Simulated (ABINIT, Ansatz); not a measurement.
## How the form of the self-energy moves the gap of Cs3Bi2Br9 (P-3m1)

Aim: compare treatments of exchange, screening and correlation for the gap of Cs3Bi2Br9 (P-3m1).

Method: LDA and many-body steps on it, plane waves, in ABINIT 10.8.3.

**Experimental background.**

- Gap 2.5 eV: optical absorption edge; UV-visible absorption; 300 K; powder (crystalline powder) (“Pressure induced emergence of visible luminescence in Cs3Bi2Br9: Effect of structural distortion in optical behaviour”, 2020, arxiv:2009.01478).

- Gap 2.6 eV: direct gap from Tauc plot; UV-vis diffuse reflectance, Tauc plot; powder (antisolvent-crystallized powder) (“Cs3Bi2Br9/g-C3N4 Direct Z-Scheme Heterojunction for Enhanced Photocatalytic Reduction of CO2 to CO”, 2023, pmc:10601477).

### Step 1. Set-up

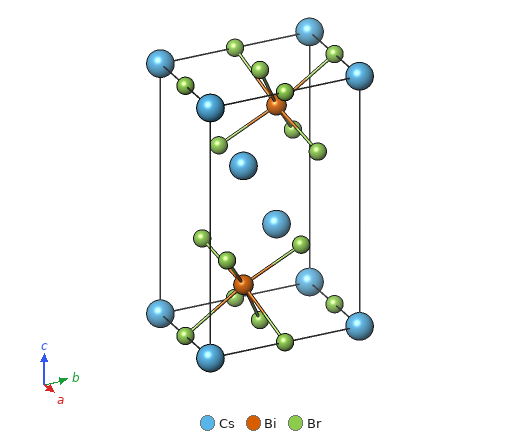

The cell as given, slightly off an axis (caesium blue, bismuth orange, bromine green). Some periodic images of atoms are drawn too.

The cell and positions come from the Crystallography Open Database and are kept as given unless a step says otherwise. Spin-orbit coupling is left out unless a step names it.

### Step 2. Empty states on the mesh, 3×3×1 mesh, 437 bands

This step: ABINIT 10.8.3; DFT, LDA, plane waves, norm-conserving pseudopotentials.

The sums over transitions need many empty states on a uniform mesh; this step solves for them.

run.abi

```
acell 3*1.0 Angstrom
rprim 
  7.972000000018 -0.000000000004 0.000000000000
  -3.986000000005 6.903954518987 0.000000000000
  0.000000000000 0.000000000000 9.867000000000
ntypat 3
znucl 55 83 35
natom 14
typat 1 1 1 2 2 3 3 3 3 3 3 3 3 3
xred 
  0.666666666667 0.333333333333 0.666900000000
  0.333333333333 0.666666666667 0.333100000000
  0.000000000000 0.000000000000 0.000000000000
  0.666666666667 0.333333333333 0.191800000000
  0.333333333333 0.666666666667 0.808200000000
  0.500000000000 0.500000000000 0.000000000000
  0.500000000000 0.000000000000 0.000000000000
  0.000000000000 0.500000000000 0.000000000000
  0.335300000000 0.167650000000 0.339400000000
  0.832350000000 0.167650000000 0.339400000000
  0.832350000000 0.664700000000 0.339400000000
  0.167650000000 0.335300000000 0.660600000000
  0.167650000000 0.832350000000 0.660600000000
  0.664700000000 0.832350000000 0.660600000000
pp_dirpath "pseudos"
pseudos "Cs.upf, Bi.upf, Br.upf"
ecut 34
ngkpt 3 3 1
nshiftk 1
shiftk 0 0 0
kptopt 1
chksymbreak 0
iscf -2
irdden 1
istwfk *1
nband 437
nbdbuf 38
tolwfr 1e-09
nstep 60
prtvol 0
indata_prefix "in"
outdata_prefix "out"
tmpdata_prefix "tmp"
```

Command:

```console
OMP_NUM_THREADS=5 mpirun -n 3 abinit run.abi > log
```

Numbers of over 12 decimals in the logs are rounded to 6 here.

Output:

```text
.Version 10.8.3 of ABINIT. v10.8.2 released Aug 2026.

 Symmetries : space group P-3 m 1 (#164); Bravais hP (primitive hexag.)
[... echo of the input left out ...]
== DATASET  1 ==================================================================
-   mpi_nproc: 3, omp_nthreads: 5 (-1 if OMP is not activated)

--- !DatasetInfo
iteration_state: {dtset: 1, }
dimensions: {natom: 14, nkpt: 3, mband: 437, nsppol: 1, nspinor: 1, nspden: 1, mpw: 34765, }
cutoff_energies: {ecut:  34.0, pawecutdg:  -1.0, }
[...]
1.30890    1.31282    1.32104    1.32104    1.33126    1.33507    1.34532    1.35562
   1.36120    1.36121    1.36242    1.39017    1.39039    1.39677    1.40061    1.40139
   1.40306    1.40534    1.40677    1.40903    1.41231
 prteigrs : prtvol=0 or 1, do not print more k-points.

== END DATASET(S) ==============================================================
================================================================================

 -outvars: echo values of variables after computation  --------
            nband         437
             nkpt           3
          spgroup         164
 [... the other variables as echoed above ...]

 Calculation completed.
```

Wall time 10 min (3 MPI ranks of Arm Neoverse V2, shared host); peak memory 1.6 GiB.

This step gave:

| Quantity | Value |
| --- | --- |
| gap | 2.417 eV |
| k of the valence top | 0, 0, 0 |
| k of the conduction bottom | 0, 0, 0 |
| least direct gap | 2.417 eV |
| k points computed | 3 |
| lowest point of the top converged band, above the valence top | 33.13 eV |

On this mesh the gap is 2.417 eV.

The density comes from a self-consistent run that is not shown.

### Step 3. Screening, 3×3×1 mesh, 229 bands, screening to 114.3 eV

The RPA dielectric matrix is built and inverted for each q.

This step: RPA screening on LDA, plane waves, norm-conserving pseudopotentials.

run.abi, as its differences from that of step 2:

```diff
@@ -32,10 +32,11 @@
 chksymbreak 0
-iscf -2
-irdden 1
 istwfk *1
-nband 437
-nbdbuf 38
-tolwfr 1e-09
-nstep 60
-prtvol 0
+occopt 1
+irdwfk 1
+optdriver 3
+nband 229
+ecuteps 4.2
+inclvkb 2
+awtr 1
+symchi 1
 indata_prefix "in"
@@ -43 +44,2 @@
 tmpdata_prefix "tmp"
+gwmem 10
```

Command:

```console
OMP_NUM_THREADS=1 mpirun -n 16 abinit run.abi > log
```

Output:

```text
.Version 10.8.3 of ABINIT. v10.8.2 released Aug 2026.

 Symmetries : space group P-3 m 1 (#164); Bravais hP (primitive hexag.)
[... echo of the input left out ...]
== DATASET  1 ==================================================================
-   mpi_nproc: 16, omp_nthreads: 1 (-1 if OMP is not activated)

--- !DatasetInfo
iteration_state: {dtset: 1, }
dimensions: {natom: 14, nkpt: 3, mband: 229, nsppol: 1, nspinor: 1, nspden: 1, mpw: 34765, }
cutoff_energies: {ecut:  34.0, pawecutdg:  -1.0, }
electrons: {nelect:   2.26000000E+02, charge:   0.00000000E+00, occopt:   1.00000000E+00, tsmear:   1.00000000E-02, }

 SCREENING: Calculation of the susceptibility and dielectric matrices

 Based on a program developped by R.W. Godby, V. Olevano, G. Onida, and L. Reining.
 Incorporated in ABINIT by V. Olevano, G.-M. Rignanese, and M. Torrent.
.Using double precision arithmetic ; gwpc =  8

[... cell and pseudopotentials left out ...]
--------------------------------------------------------------------------------

 ==== K-mesh for the wavefunctions ====
 Number of points in the irreducible wedge :     3
[... list of points left out ...]
 Together with 12 symmetry operations and time-reversal symmetry
 yields     9 points in the full Brillouin Zone.

 ==== Q-mesh for the screening function ====
 Number of points in the irreducible wedge :     3
[... list of points left out ...]
 Together with 12 symmetry operations and time-reversal symmetry
 yields     9 points in the full Brillouin Zone.

 setmesh: FFT mesh size selected  =    48x   48x   72
          total number of points  =       165888

 vcoul_init : cutoff-mode = AUXILIARY_FUNCTION
 q-points for optical limit:   1
     1)      0.000010    0.000020    0.000030

- screening: taking advantage of time-reversal symmetry
- Maximum band index for partially occupied states nbvw = 113
- Remaining bands to be divided among processors   nbcw = 116
- Number of bands treated by each node ~7

 Number of electrons calculated from density =  226.0000; Expected =  226.0000
 average of density, n =  0.061668
 r_s =    1.5702
 omega_plasma =   23.9545 [eV]

 calculating chi0 at frequencies [eV] :
  1    0.000000E+00    0.000000E+00
  2    0.000000E+00    2.395446E+01

--------------------------------------------------------------------------------
  q-point number  1        q = ( 0.000000, 0.000000, 0.000000) [r.l.u.]
--------------------------------------------------------------------------------
[... chi0 elements left out ...]
 For q-point:  0.000010 0.000020 0.000030
  dielectric constant =   3.8749
  dielectric constant without local fields =   4.9509

  Average fulfillment of the sum rule on Im[epsilon] for q-point    1 :     27.85  [%]
[... wings left out ...]
  q-point number  2        q = ( 0.333333, 0.000000, 0.000000) [r.l.u.]
--------------------------------------------------------------------------------
[... chi0 elements left out ...]
  Average fulfillment of the sum rule on Im[epsilon] for q-point    2 :     32.31  [%]

 [... 1 further q-points ...]
```

The job ended after 5.5 min (16 MPI ranks; peak memory 21 GiB).

Numbers from this step:

- ε∞ with local fields, on this mesh, along the program's q direction: 3.875
- the same without local fields: 4.951
- plasma frequency: 23.95 eV
- plane waves in the screening matrix: 1487

Local fields lower ε∞ by 22 %. On a Γ-centred mesh this coarse the value itself is usually too large, while a short band sum pulls it down.

### Step 4. G0W0, Godby-Needs plasmon pole

The self-energy is evaluated for the states that the input lists, and the levels follow from it, in one-shot runs by the linearised quasiparticle equation.

This step: G0W0 on LDA, plane waves, norm-conserving pseudopotentials.

run.abi, as its differences from that of step 3:

```diff
@@ -35,8 +35,15 @@
 irdwfk 1
-optdriver 3
+optdriver 4
 nband 229
+gwcalctyp 0
+ecutsigx 34
+symsigma 1
+nkptgw 1
+kptgw 
+  0.0000000000 0.0000000000 0.0000000000
+bdgw 
+  112 116
 ecuteps 4.2
-inclvkb 2
-awtr 1
-symchi 1
+irdscr 1
+ppmodel 1
 indata_prefix "in"
```

Output:

```text
.Version 10.8.3 of ABINIT. v10.8.2 released Aug 2026.

 Symmetries : space group P-3 m 1 (#164); Bravais hP (primitive hexag.)
[... echo of the input left out ...]
== DATASET  1 ==================================================================
-   mpi_nproc: 16, omp_nthreads: 1 (-1 if OMP is not activated)

--- !DatasetInfo
iteration_state: {dtset: 1, }
dimensions: {natom: 14, nkpt: 3, mband: 229, nsppol: 1, nspinor: 1, nspden: 1, mpw: 34765, }
cutoff_energies: {ecut:  34.0, pawecutdg:  -1.0, }
electrons: {nelect:   2.26000000E+02, charge:   0.00000000E+00, occopt:   1.00000000E+00, tsmear:   1.00000000E-02, }

 SIGMA: Calculation of the GW corrections

 Based on a program developped by R.W. Godby, V. Olevano, G. Onida, and L. Reining.
 Incorporated in ABINIT by V. Olevano, G.-M. Rignanese, and M. Torrent.
.Using double precision arithmetic ; gwpc =  8

[... cell and pseudopotentials left out ...]
--------------------------------------------------------------------------------

 ==== K-mesh for the wavefunctions ====
 Number of points in the irreducible wedge :     3
[... list of points left out ...]
 Together with 12 symmetry operations and time-reversal symmetry
 yields     9 points in the full Brillouin Zone.

 ==== Q-mesh for screening function ====
 Number of points in the irreducible wedge :     3
[... list of points left out ...]
 Together with 12 symmetry operations and time-reversal symmetry
 yields     9 points in the full Brillouin Zone.

 vcoul_init : cutoff-mode = AUXILIARY_FUNCTION
 q-points for optical limit:   1
     1)      0.000010    0.000020    0.000030
 setmesh: FFT mesh size selected  =    72x   72x  100
          total number of points  =       518400

 Number of electrons calculated from density =  226.0000; Expected =  226.0000
 average of density, n =  0.061668
 r_s =    1.5702
 omega_plasma =   23.9545 [eV]

 === KS Band Gaps ===
  >>>> For spin  1
   Minimum direct gap =   2.4168 [eV], located at k-point      :   0.0000  0.0000  0.0000
   Fundamental gap    =   2.4168 [eV], Top of valence bands at :   0.0000  0.0000  0.0000
                                       Bottom of conduction at :   0.0000  0.0000  0.0000
 SIGMA fundamental parameters:
 PLASMON POLE MODEL  1
 number of plane-waves for SigmaX                34765
 number of plane-waves for SigmaC and W           1487
 number of plane-waves for wavefunctions         34765
 number of bands                                   229
 number of independent spin polarizations            1
 number of spinorial components                      1
 number of k-points in IBZ                           3
 number of q-points in IBZ                           3
 number of symmetry operations                      12
 number of k-points in BZ                            9
 number of q-points in BZ                            9
 number of frequencies for dSigma/dE                 9
 frequency step for dSigma/dE [eV]                0.25
 number of omega for Sigma on real axis              0
 max omega for Sigma on real axis  [eV]           0.00
 zcut for avoiding poles [eV]                     0.10

 EPSILON^-1 parameters (SCR file):
 dimension of the eps^-1 matrix on file           1487
 dimension of the eps^-1 matrix used              1487
 number of plane-waves for wavefunctions         34765
 number of bands                                   229
 number of q-points in IBZ                           3
 number of frequencies                               2
 number of real frequencies                          1
 number of imag frequencies                          1

 matrix elements of self-energy operator (all in [eV])

 Perturbative Calculation

--- !SelfEnergy_ee
iteration_state: {dtset: 1, }
kpoint     : [   0.000,    0.000,    0.000, ]
spin       : 1
KS_gap     :    2.417
QP_gap     :    4.479
Delta_QP_KS:    2.062
data: !SigmaeeData |
     Band     E0 <VxcDFT>   SigX SigC(E0)      Z dSigC/dE  Sig(E)    E-E0       E
      112   0.422 -14.794 -19.588   3.317   0.796  -0.256 -15.970  -1.176  -0.754
      113   1.017 -15.419 -18.310   2.300   0.808  -0.237 -15.897  -0.477   0.540
      114   3.434 -12.310  -8.702  -1.705   0.832  -0.201 -10.726   1.585   5.019
      115   4.202 -13.642 -10.264  -1.542   0.824  -0.214 -12.130   1.512   5.715
      116   4.202 -13.642 -10.264  -1.542   0.824  -0.214 -12.130   1.512   5.715

== END DATASET(S) ==============================================================
================================================================================

 -outvars: echo values of variables after computation  --------
           etotal      0.0000000000E+00
            nband         229
             nkpt           3
          spgroup         164
 [... the other variables as echoed above ...]

 Calculation completed.
```

Run time: 27 s. Hardware: 16 MPI ranks; peak memory 11 GiB; 7.1 min of CPU time.

Numbers from this step:

```
G0W0 gap on the points computed              : 4.479 eV
starting gap on the mesh                     : 2.417 eV
k of the valence top                         : 0, 0, 0
k of the conduction bottom                   : 0, 0, 0
Z at the valence top                         : 0.808
Z at the conduction bottom                   : 0.832
least direct G0W0 gap on the computed points : 4.479 eV
```

The gap on the mesh goes from 2.42 eV to 4.48 eV, a correction of +2.06 eV.

### Step 5. G0W0, Hybertsen-Louie plasmon pole

run.abi, as its differences from that of step 4:

```diff
@@ -47,3 +47,3 @@
 irdscr 1
-ppmodel 1
+ppmodel 2
 indata_prefix "in"
```

Output:

```text
.Version 10.8.3 of ABINIT. v10.8.2 released Aug 2026.

 Symmetries : space group P-3 m 1 (#164); Bravais hP (primitive hexag.)
[... echo of the input left out ...]
== DATASET  1 ==================================================================
-   mpi_nproc: 16, omp_nthreads: 1 (-1 if OMP is not activated)

--- !DatasetInfo
iteration_state: {dtset: 1, }
dimensions: {natom: 14, nkpt: 3, mband: 229, nsppol: 1, nspinor: 1, nspden: 1, mpw: 34765, }
cutoff_energies: {ecut:  34.0, pawecutdg:  -1.0, }
electrons: {nelect:   2.26000000E+02, charge:   0.00000000E+00, occopt:   1.00000000E+00, tsmear:   1.00000000E-02, }

 SIGMA: Calculation of the GW corrections

 Based on a program developped by R.W. Godby, V. Olevano, G. Onida, and L. Reining.
 Incorporated in ABINIT by V. Olevano, G.-M. Rignanese, and M. Torrent.
.Using double precision arithmetic ; gwpc =  8

[... cell and pseudopotentials left out ...]
--------------------------------------------------------------------------------

 ==== K-mesh for the wavefunctions ====
 Number of points in the irreducible wedge :     3
[... list of points left out ...]
 Together with 12 symmetry operations and time-reversal symmetry
 yields     9 points in the full Brillouin Zone.

 ==== Q-mesh for screening function ====
 Number of points in the irreducible wedge :     3
[... list of points left out ...]
 Together with 12 symmetry operations and time-reversal symmetry
 yields     9 points in the full Brillouin Zone.

 vcoul_init : cutoff-mode = AUXILIARY_FUNCTION
 q-points for optical limit:   1
     1)      0.000010    0.000020    0.000030
 setmesh: FFT mesh size selected  =    72x   72x  100
          total number of points  =       518400

 Number of electrons calculated from density =  226.0000; Expected =  226.0000
[...]
number of q-points in IBZ                           3
 number of symmetry operations                      12
 number of k-points in BZ                            9
 number of q-points in BZ                            9
 number of frequencies for dSigma/dE                 9
 frequency step for dSigma/dE [eV]                0.25
 number of omega for Sigma on real axis              0
 max omega for Sigma on real axis  [eV]           0.00
 zcut for avoiding poles [eV]                     0.10

 EPSILON^-1 parameters (SCR file):
 dimension of the eps^-1 matrix on file           1487
 dimension of the eps^-1 matrix used              1487
 number of plane-waves for wavefunctions         34765
 number of bands                                   229
 number of q-points in IBZ                           3
 number of frequencies                               2
 number of real frequencies                          1
 number of imag frequencies                          1

 matrix elements of self-energy operator (all in [eV])

 Perturbative Calculation

--- !SelfEnergy_ee
iteration_state: {dtset: 1, }
kpoint     : [   0.000,    0.000,    0.000, ]
spin       : 1
KS_gap     :    2.417
QP_gap     :    4.570
Delta_QP_KS:    2.153
data: !SigmaeeData |
     Band     E0 <VxcDFT>   SigX SigC(E0)      Z dSigC/dE  Sig(E)    E-E0       E
      112   0.422 -14.794 -19.588   3.300   0.882  -0.134 -16.112  -1.318  -0.896
      113   1.017 -15.419 -18.310   2.379   0.885  -0.129 -15.872  -0.453   0.564
      114   3.434 -12.310  -8.702  -1.712   0.897  -0.115 -10.611   1.700   5.134
      115   4.202 -13.642 -10.264  -1.435   0.893  -0.119 -11.906   1.736   5.939
      116   4.202 -13.642 -10.264  -1.435   0.893  -0.119 -11.906   1.736   5.939

== END DATASET(S) ==============================================================
================================================================================

 -outvars: echo values of variables after computation  --------
           etotal      0.0000000000E+00
            nband         229
             nkpt           3
          spgroup         164
 [... the other variables as echoed above ...]

 Calculation completed.
```

Wall time 27 s (16 MPI ranks); peak memory 9.3 GiB.

This step gave:

```
G0W0 gap on the points computed              : 4.57 eV
starting gap on the mesh                     : 2.417 eV
k of the valence top                         : 0, 0, 0
k of the conduction bottom                   : 0, 0, 0
Z at the valence top                         : 0.885
Z at the conduction bottom                   : 0.897
least direct G0W0 gap on the computed points : 4.57 eV
```

Against G0W0 in ABINIT (3×3×1 mesh, 229 bands, screening to 114.3 eV, Godby-Needs plasmon pole), the gap moves by +0.091 eV.

### Step 6. G0W0, Engel-Farid plasmon pole

run.abi, as its differences from that of step 5:

```diff
@@ -47,3 +47,3 @@
 irdscr 1
-ppmodel 2
+ppmodel 4
 indata_prefix "in"
```

Output:

```text
.Version 10.8.3 of ABINIT. v10.8.2 released Aug 2026.

 Symmetries : space group P-3 m 1 (#164); Bravais hP (primitive hexag.)
[... echo of the input left out ...]
== DATASET  1 ==================================================================
-   mpi_nproc: 16, omp_nthreads: 1 (-1 if OMP is not activated)

--- !DatasetInfo
iteration_state: {dtset: 1, }
dimensions: {natom: 14, nkpt: 3, mband: 229, nsppol: 1, nspinor: 1, nspden: 1, mpw: 34765, }
cutoff_energies: {ecut:  34.0, pawecutdg:  -1.0, }
[...]
114   3.434 -12.310  -8.702  -1.655   0.848  -0.179 -10.653   1.657   5.091
      115   4.202 -13.642 -10.264  -1.429   0.840  -0.190 -12.004   1.637   5.840
      116   4.202 -13.642 -10.264  -1.429   0.840  -0.190 -12.004   1.637   5.840

== END DATASET(S) ==============================================================
================================================================================

 -outvars: echo values of variables after computation  --------
           etotal      0.0000000000E+00
            nband         229
             nkpt           3
          spgroup         164
 [... the other variables as echoed above ...]

 Calculation completed.
```

Run time: 78 s. Hardware: 16 MPI ranks; peak memory 8.2 GiB; 21 min of CPU time.

Numbers from this step:

```yaml
g0w0_gap_on_the_points_computed: 4.475 eV
starting_gap_on_the_mesh: 2.417 eV
k_of_the_valence_top: 0, 0, 0
k_of_the_conduction_bottom: 0, 0, 0
least_direct_g0w0_gap_on_the_computed_points: 4.475 eV
```

Against G0W0 in ABINIT (3×3×1 mesh, 229 bands, screening to 114.3 eV, Godby-Needs plasmon pole), the gap moves by −0.004 eV.

(Continued in part 2 of 2.)

[Paths, hosts, dates, memory and timing lines, banners, echoed tables and standing remarks are left out of the program output.]

[Logs are printed without paths, hosts, clocks, repeated set-up lines and the standing remarks that a program may print on its own settings, such as how far it seeks lower states.]

[Runs of the session that timed out or met a known fault of the program may be left out.]

[Hosts, paths, dates, database ids (printed as entryN), source tags and the programs' standing remarks are cut or masked in the printed files.]

[G0W0 gaps are taken among the corrected bands and points alone; a level outside them can change the order at an edge.]

[Where Ansatz stands beside ABINIT at settings called matched, ABINIT's density can come from a denser mesh and the files from another edition; pairs whose starting gaps differed by over 0.03 eV were left out, so agreement reads better than it is.]
